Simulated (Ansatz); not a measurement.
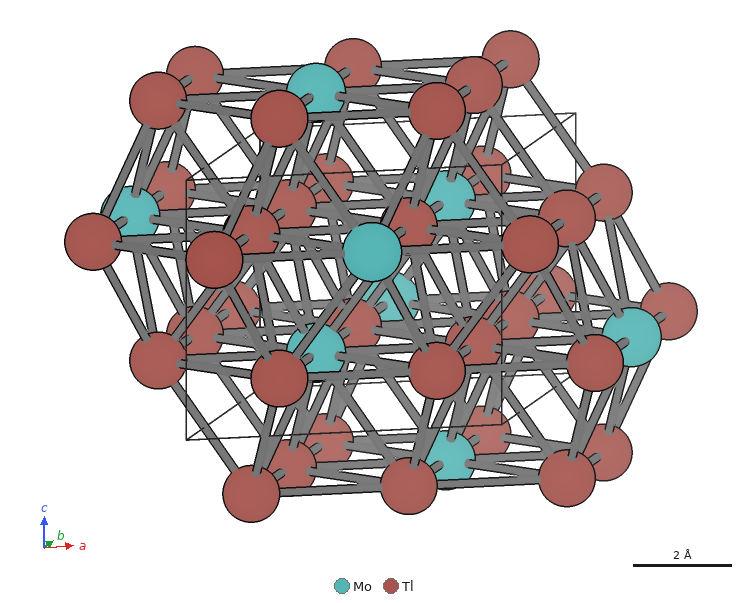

A ball-and-stick rendering, viewed slightly off an axis. The wireframe shows the simulation cell. Bonded atoms from the next cells complete the picture.

```yaml
crystal:
  lattice:
    - [3.38191, 5.85764, 0.00000]
    - [-3.38191, 5.85764, 0.00000]
    - [0.00000, 0.00000, 5.39271]
  atoms:
    - { symbol: Mo, position: [0.33330, 0.33340, 0.25000] }
    - { symbol: Mo, position: [0.66660, 0.66670, 0.75000] }
    - { symbol: Tl, position: [0.83300, 0.83300, 0.25000] }
    - { symbol: Tl, position: [0.16700, 0.66600, 0.75000] }
    - { symbol: Tl, position: [0.33400, 0.83300, 0.25000] }
    - { symbol: Tl, position: [0.16700, 0.16700, 0.75000] }
    - { symbol: Tl, position: [0.83300, 0.33400, 0.25000] }
    - { symbol: Tl, position: [0.66600, 0.16700, 0.75000] }
```

Calculation details: DFT, PAW plane waves, PBE0 in Ansatz; a 420 eV plane-wave basis, a 2×2×2 sampling of the Brillouin zone, Fermi-Dirac smearing of 0.1 eV, no spin polarisation. The pressure of the cell is -10 GPa.

Q: How are the electrons shared out in a Bader analysis?

A: Tl -0.05 e; Mo +0.16 e. Little charge moves, as in a metallic or covalent solid.

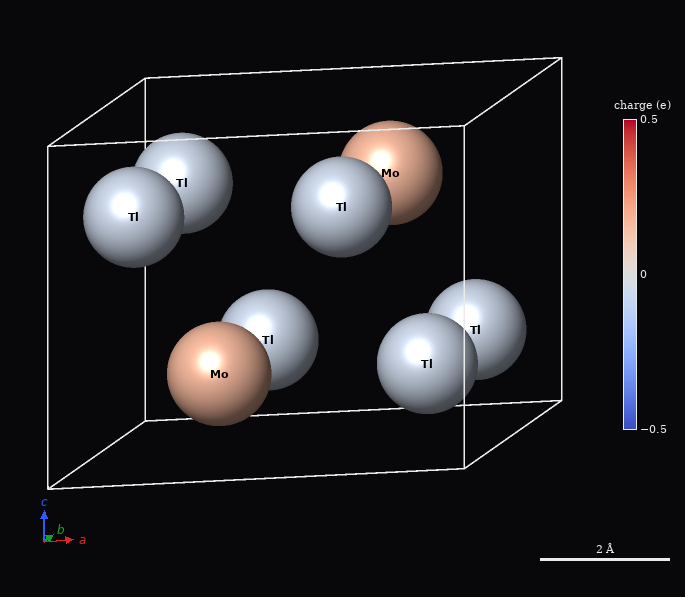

The atoms coloured by those charges.

The picture shows a generated cell, made by putting these elements into a known structure type (the compound may or may not exist in this form); the geometry isn't optimised. It was run through Ansatz as a DFT input.

At this level of theory the cell isn't at rest (stretched, at -10 GPa), so its distances can differ from those at equilibrium, the more so the softer the solid.
